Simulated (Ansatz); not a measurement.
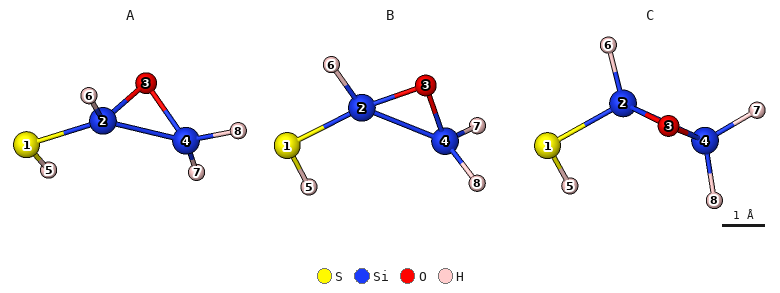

3 geometries from a converged minimum-energy path of Si2H4SO, shuffled. The picture is a ball-and-stick view, seen at a tilt.

Method: Ansatz 0.2.0, RKS CAM-B3LYP-D4/def2-SVP. Settings: 9 movable images; climbing image; force threshold 0.05 eV/Å; iteration limit 60; starting path by image-dependent pair potential.

Q: Which frame is the top of the path?

A: B. In order along the path, whose images run from 0 to 10: C (image 1, +0.04 eV), B (image 5, +1.37 eV), A (image 10, 0.00 eV). The motion is a rotation about the Si2–O3 bond. No bond forms or breaks between the ends. Among the angles between lasting bonds that change up to the highest image: S1–Si2–O3 117.6° → 171.4°, Si4–Si2–H6 126.8° → 146.1°.
